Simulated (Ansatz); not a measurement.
Geometry relaxation of C₄H₉NSi (part 3 of 3)

Continued. System: C₄H₉NSi, SMILES C=C=CC[SiH2]N. Method: RKS B3LYP/STO-3G (Ansatz 0.2.0). It belongs to a series of runs on one base structure; here: end point A relaxed.

Geometry of the input (Å):
```
C  -0.4197  -2.9480  -0.0286
C  0.2549  -1.8540  0.1772
C  0.9487  -0.7888  0.3780
C  1.1494  0.3983  -0.5451
Si 0.0448  1.8589  -0.0728
N  -1.6250  1.5475  -0.0808
H  -0.2060  -3.8456  0.4396
H  -1.2776  -2.8401  -0.7209
H  1.5829  -0.7355  1.3420
H  2.1287  0.6974  -0.5658
H  0.7928  0.0797  -1.5373
H  0.3577  2.2919  1.3493
H  0.2152  3.0406  -0.9757
H  -2.1549  2.3281  0.3420
H  -1.8138  0.7187  0.5281
```

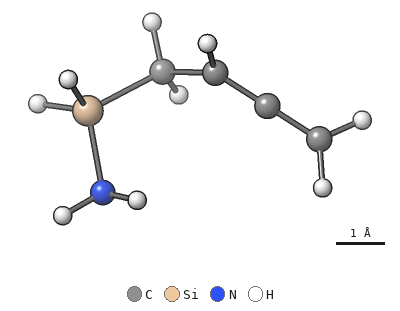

The geometry at step 27 of the log (ball-and-stick view, seen at a tilt).

Trajectory as extended XYZ, continued
```
15
Properties=species:S:1:pos:R:3:forces:R:3 step=26 energy=-13498.16375 accepted=F
C    -0.3969   -2.9957   -0.0354   -0.0012   0.0047  -0.0188
C     0.2497   -1.8828    0.2247    0.0073   0.0025  -0.0097
C     0.8961   -0.7639    0.4772   -0.0017  -0.0004   0.0010
C     1.0766    0.3944   -0.5210    0.0038  -0.0104   0.0049
Si    0.1004    1.9360   -0.0241   -0.0001   0.0140   0.0003
N    -1.6316    1.5725   -0.1782    0.0108  -0.0097  -0.0100
H     0.1070   -3.8815   -0.4489    0.0020   0.0046   0.0119
H    -1.4772   -3.1003    0.1409   -0.0030  -0.0017   0.0086
H     1.3440   -0.6141    1.4746   -0.0009  -0.0003  -0.0056
H     2.1486    0.6506   -0.5743   -0.0048  -0.0009   0.0008
H     0.7664    0.0666   -1.5241    0.0005  -0.0051   0.0059
H     0.5159    2.3233    1.3150   -0.0012  -0.0018  -0.0031
H     0.3916    3.0362   -0.9162   -0.0009  -0.0044   0.0039
H    -2.2072    2.3975    0.1267   -0.0090   0.0066   0.0072
H    -1.9054    0.8104    0.4921   -0.0016   0.0024   0.0029
15
Properties=species:S:1:pos:R:3:forces:R:3 step=27 energy=-13498.16379
C    -0.3946   -2.9981   -0.0396   -0.0016  -0.0023   0.0072
C     0.2489   -1.8841    0.2230    0.0042   0.0006  -0.0089
C     0.8924   -0.7642    0.4780   -0.0014   0.0031  -0.0010
C     1.0749    0.3935   -0.5203    0.0016  -0.0048   0.0056
Si    0.1010    1.9373   -0.0252    0.0008   0.0063   0.0012
N    -1.6317    1.5750   -0.1751    0.0029  -0.0045  -0.0057
H     0.1138   -3.8841   -0.4467   -0.0002   0.0031  -0.0002
H    -1.4749   -3.1059    0.1356    0.0002   0.0012  -0.0010
H     1.3363   -0.6132    1.4770   -0.0008  -0.0007  -0.0021
H     2.1472    0.6482   -0.5733   -0.0010   0.0003  -0.0001
H     0.7647    0.0650   -1.5230    0.0001  -0.0030  -0.0003
H     0.5194    2.3270    1.3122   -0.0009  -0.0008  -0.0016
H     0.3917    3.0350   -0.9205   -0.0004  -0.0019   0.0019
H    -2.2061    2.4018    0.1280   -0.0031   0.0033   0.0035
H    -1.9050    0.8160    0.4990   -0.0005   0.0001   0.0016
```

Key numbers

```csv
quantity,value
outcome,converged
total energy,−13498.1640 eV
mean-field energy,−13498.1640 eV
largest force (length of the vector) at the end,0.010 eV/Å
hardware,"1 thread of Arm Neoverse V1, 24 GiB of memory available, shared host"
wall time,98 s
peak memory,0.13 GiB
```
